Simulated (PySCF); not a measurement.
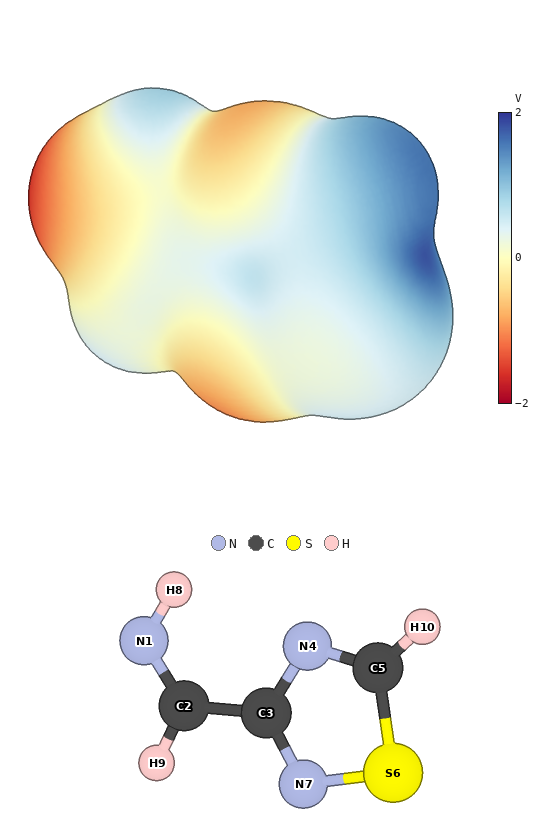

*C3H3N3S (SMILES [H]/N=C\c1ncsn1). The electrostatic potential painted on the density surface at 0.001 e/bohr³, seen at a tilt; the colour scale runs from red (negative) to blue (positive). The bare structure is drawn below in the same view.*

Geometry: GFN2-xTB.

Level of theory: PBE0/pcSseg-1, SCF density, gas phase, non-relativistic (PySCF 2.14.0).

```xyz
10

N     2.2175    0.9138   -0.0933
C     1.5984   -0.1657   -0.2662
C     0.1504   -0.3483   -0.1927
N    -0.6759    0.6932    0.0826
C    -1.8946    0.2864    0.0922
S    -2.0168   -1.4124   -0.2454
N    -0.4070   -1.5209   -0.3892
H     1.6136    1.7098    0.1153
H     2.1666   -1.0615   -0.4928
H    -2.7432    0.9103    0.2834
```

**Where is the surface potential most negative and most positive?**

The most negative region (about −1.7 V) lies over N1, the most positive (about +1.7 V) over C5 and S6. N1 is the likeliest acceptor of a hydrogen bond.

**What dipole moment does the calculation give?**

Its dipole moment is 3.82 D.
